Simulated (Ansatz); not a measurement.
**CH7MoN3 (SMILES [CH3][Mo](=[NH])(=[NH])[NH2]): density, localisation and related maps**

```yaml
atoms:
  - { symbol: C, position_ang: [-1.5136, 0.7553, 0.4629] }
  - { symbol: Mo, position_ang: [0.3920, -0.0593, 0.0175] }
  - { symbol: N, position_ang: [0.9495, -0.7155, 1.5189] }
  - { symbol: N, position_ang: [1.3120, 1.2792, -0.5805] }
  - { symbol: N, position_ang: [0.2045, -1.4420, -1.3288] }
  - { symbol: H, position_ang: [-2.1642, -0.0386, 0.8386] }
  - { symbol: H, position_ang: [-1.4364, 1.5378, 1.2197] }
  - { symbol: H, position_ang: [-1.9421, 1.1830, -0.4471] }
  - { symbol: H, position_ang: [1.5781, -0.7792, 2.3077] }
  - { symbol: H, position_ang: [2.0725, 1.9444, -0.5595] }
  - { symbol: H, position_ang: [0.2097, -2.4275, -1.1106] }
  - { symbol: H, position_ang: [0.4149, -1.2927, -2.3047] }
```

Geometry: PBE0-D4/def2-TZVP; core potentials replace the inner electrons of Mo.

These are results of RKS PBE0-D4/def2-TZVPP (Ansatz), not measurements.

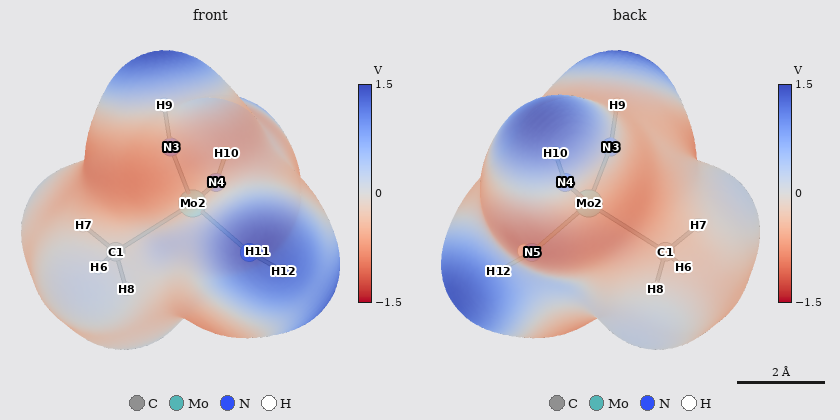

Figure 1. The molecular electrostatic potential painted on the density surface at 0.001 e/bohr³, seen from the front and from behind; the colour scale runs from red (negative) to blue (positive).

Q: Describe the electrostatic potential map.

A: The most negative region (about −0.9 V, or −21 kcal/mol for a unit charge) lies over Mo2, N3 and N4, the most positive (about +1.4 V, or +32 kcal/mol for a unit charge) over H9, H10, H11 and H12.

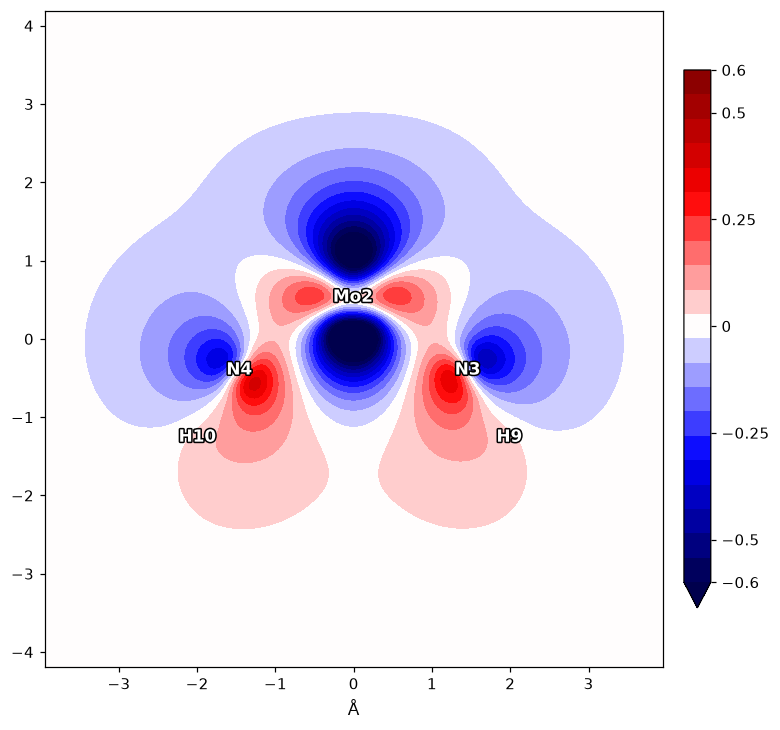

Figure 2. The LUMO on the plane of atoms Mo2, N3 and H9 (values in Å⁻³ᐟ²; the overall sign is arbitrary).

Q: What is the character of this orbital?

A: It lies mainly on Mo2 (about 55 %), N5 (about 10 %), N3 (about 10 %) and N4 (about 10 %). Its energy is −1.16 eV.

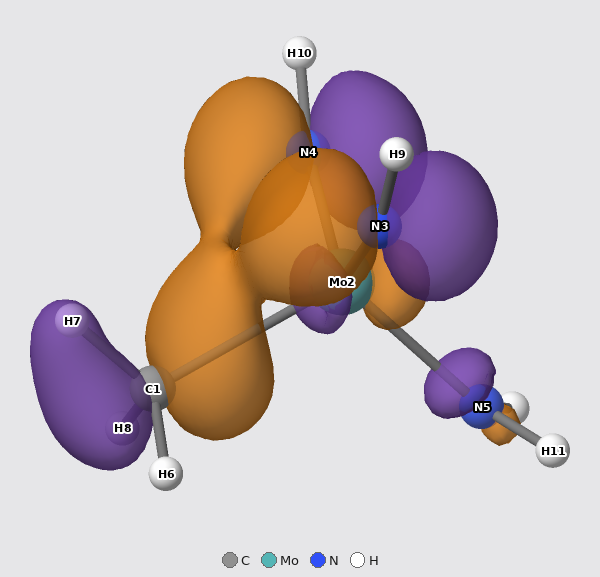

Figure 3. The HOMO at ±0.15 Å⁻³ᐟ² (orange and purple are the two phases), seen at a tilt.

Q: Where does this orbital lie, and at what energy?

A: Its weight (Hirshfeld) is mainly on N3 (about 25 %), N4 (about 25 %), Mo2 (about 20 %) and C1 (about 20 %). Its energy is −7.40 eV.
